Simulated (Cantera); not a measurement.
Charge: 1 mol CH₃Cl, 2.9 mol H₂, 0.16 mol HCl, held at 3.23 Torr.

These are equilibrium values from Cantera (NASA tables, ideal gas, pure condensed phases), not measurements of a reactor. Candidate condensed phases: C, C₆H₆, C₇H₈, C₈H₁₈; 103 gas species. Ions and electrons are included (thermal ionisation). Equilibrium is a limit: real reactors are often held back by kinetics, nucleation or transport.

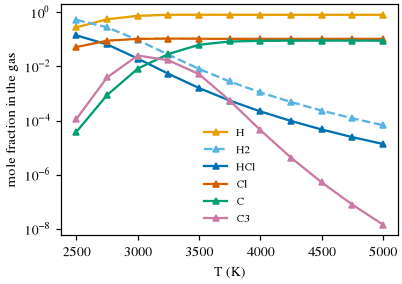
Figure: Equilibrium gas composition (values under 1e-9 drawn at 1e-9)

From 2500 K to 2750 K the condensed part is C(graphite). From 3000 K to 5000 K nothing is condensed. The main C-bearing gas is C₂H₂ (acetylene) at 2500 K and C at 5000 K.
